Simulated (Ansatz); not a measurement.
# revPBE/6-31G(d) (spherical functions) run of C6H6S (benzenethiol)

What is the energy change on altering one bond length of C6H6S (benzenethiol) at revPBE/6-31G* (spherical functions)? 

The calculation is run with Ansatz 0.2.0.

48 further runs of the same task are left out: 48 set aside as unsound or not needed. Runs told in other sessions of the task aren't counted.

## Step 1: The molecule

C6H6S has 13 atoms, charge 0, and is taken as a singlet. SMILES: `Sc1ccccc1`. The coordinates come from a PBE0-D4/def2-TZVP relaxation. This is one conformer, not always the lowest.

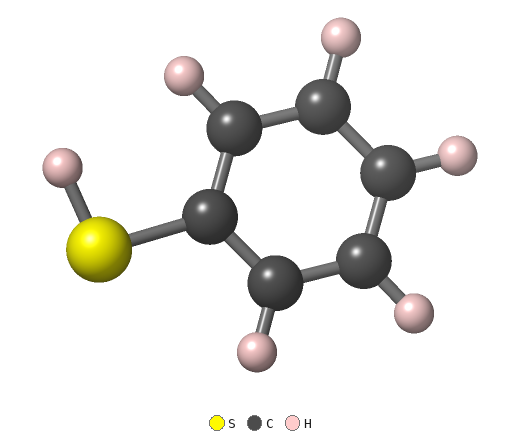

The structure, seen from a chosen angle (sulfur yellow, carbon dark grey, hydrogen pink).

## Step 2: A single-point energy at revPBE/6-31G(d) (spherical functions)

molecule.yaml

```yaml
basis:
  gaussian:
    orbitals: 6-31G_st_-spherical.json
crystal:
  periodic: [false, false, false]
  atoms:
    - {symbol: S, position_ang: [-0.062600, -2.200610, 1.801610]}
    - {symbol: C, position_ang: [-0.000050, -0.836960, 0.693150]}
    - {symbol: C, position_ang: [1.217680, -0.176770, 0.547240]}
    - {symbol: C, position_ang: [1.323080, 0.903610, -0.312210]}
    - {symbol: C, position_ang: [0.222260, 1.339350, -1.034960]}
    - {symbol: C, position_ang: [-0.989430, 0.681260, -0.888850]}
    - {symbol: C, position_ang: [-1.105230, -0.400620, -0.031310]}
    - {symbol: H, position_ang: [-1.356920, -2.496730, 1.613870]}
    - {symbol: H, position_ang: [2.083530, -0.510680, 1.108170]}
    - {symbol: H, position_ang: [2.276840, 1.408260, -0.416290]}
    - {symbol: H, position_ang: [0.308070, 2.184930, -1.706610]}
    - {symbol: H, position_ang: [-1.858380, 1.010610, -1.447280]}
    - {symbol: H, position_ang: [-2.058830, -0.905630, 0.073490]}
accuracy: high
output: {orbitals: {seedname: orbitals}}
hamiltonian:
  xc: {name: revPBE}
```

The basis set 6-31G* is read from a file made from the Basis Set Exchange's data (not shown).

The run is started by

```console
$ ansatz run molecule.yaml --threads 1 --pin off --max-ram 3480MiB --events-out events.jsonl --progress --plain --runs-dir runs
```

Log:

```text
Warning: RAYON_NUM_THREADS=1 ignored (pool sized by the plan → 1); use --threads N
Functional definition: revPBE
  name "revPBE"
  parameter kappa = 1.245
  parameter beta = 0.06672455060314922
  exchange = pbe_x(kappa = kappa, mu = beta*pi^2/3)
  correlation = pbe_c(beta = beta)
2797 factors; integrals over basis functions are off by at most 4.0e-9 eV
mean field evaluation 1: about -17140.7317 eV, gradient 5.9e1 eV
mean field evaluation 2: about -17127.0125 eV, gradient 9.3e1 eV
mean field evaluation 4: about -17150.4813 eV, gradient 6.0e0 eV
mean field evaluation 8: about -17150.5703 eV, gradient 1.7e-1 eV
mean field evaluation 16: about -17150.5704 eV, gradient 1.0e-4 eV
mean field -17150.57035968 eV, -630.2718356442 hartree, gradient 5.5e-8 eV, S^2 0.000000; 0 other end points of the search recorded, 0 dependent functions left out
reference -17150.57036324 eV, -630.2718357750 hartree; 29, 29 occupied and 85, 85 virtual orbitals, 2797 factors
Total energy: -17150.57036324 eV, -630.2718357750 hartree
```

It took 10 s on 1 thread of Intel Xeon Platinum 8488C (Sapphire Rapids), shared host; peak memory 0.4 GiB.

## Step 3: The distorted shape

run.yaml

```yaml
crystal:
  periodic: [false, false, false]
  atoms:
    - {symbol: S, position_ang: [-0.205702, -2.276328, 1.817226]}
    - {symbol: C, position_ang: [-0.143152, -0.912678, 0.708766]}
    - {symbol: C, position_ang: [1.074578, -0.252488, 0.562856]}
    - {symbol: C, position_ang: [1.179978, 0.827892, -0.296594]}
    - {symbol: C, position_ang: [0.079158, 1.263632, -1.019344]}
    - {symbol: C, position_ang: [-1.132532, 0.605542, -0.873234]}
    - {symbol: C, position_ang: [-1.248332, -0.476338, -0.015694]}
    - {symbol: H, position_ang: [-1.500022, -2.572448, 1.629486]}
    - {symbol: H, position_ang: [1.940428, -0.586398, 1.123786]}
    - {symbol: H, position_ang: [2.276840, 1.408260, -0.416290]}
    - {symbol: H, position_ang: [0.164968, 2.109212, -1.690994]}
    - {symbol: H, position_ang: [-2.001482, 0.934892, -1.431664]}
    - {symbol: H, position_ang: [-2.201932, -0.981348, 0.089106]}
basis:
  gaussian:
    orbitals: 6-31G_st_-spherical.json
hamiltonian:
  xc: {name: revPBE}
accuracy: high
output: {orbitals: {seedname: orbitals}}
```

The basis set 6-31G* is read from a file made from the Basis Set Exchange's data (not shown).

The run is started by

```console
$ ansatz run run.yaml --threads 1 --pin off --max-ram 3480MiB --events-out events.jsonl --progress --plain --runs-dir runs
```

Log (excerpt; [...] marks lines left out):

```text
Warning: RAYON_NUM_THREADS=1 ignored (pool sized by the plan → 1); use --threads N
[... 6 set-up lines as earlier in the session ...]
2799 factors; integrals over basis functions are off by at most 4.1e-9 eV
mean field evaluation 1: about -17140.2979 eV, gradient 6.0e1 eV
mean field evaluation 2: about -17124.8640 eV, gradient 9.6e1 eV
mean field evaluation 4: about -17150.2200 eV, gradient 5.4e0 eV
mean field evaluation 8: about -17150.2883 eV, gradient 1.6e-1 eV
mean field evaluation 16: about -17150.2884 eV, gradient 1.5e-4 eV
mean field -17150.28841198 eV, -630.2614742571 hartree, gradient 3.6e-8 eV, S^2 0.000000; 0 other end points of the search recorded, 0 dependent functions left out
reference -17150.28841558 eV, -630.2614743896 hartree; 29, 29 occupied and 85, 85 virtual orbitals, 2799 factors
Total energy: -17150.28841558 eV, -630.2614743896 hartree
```

Run time: 9.9 s. Hardware: 1 thread of Intel Xeon Platinum 8488C (Sapphire Rapids), shared host; peak memory 0.4 GiB.

## Step 4: Outcome

At revPBE/6-31G* (spherical functions):

```
                                                          quantity          value
                                         first shape: total energy  -630.27184 Eh
                                          first shape: HOMO energy       -5.08 eV
                                          first shape: LUMO energy       -0.78 eV
                                        first shape: HOMO–LUMO gap        4.30 eV
                                     distorted shape: total energy  -630.26147 Eh
                                      distorted shape: HOMO energy       -5.11 eV
                                      distorted shape: LUMO energy       -0.80 eV
                                    distorted shape: HOMO–LUMO gap        4.31 eV
energy change with the C4–H10 bond stretched from 1.084 to 1.247 Å       0.282 eV
```

With the C4–H10 bond stretched from 1.084 to 1.247 Å the energy rises by 0.28 eV (6.5 kcal/mol). The first shape isn't relaxed at this level, so the change isn't measured from a minimum.
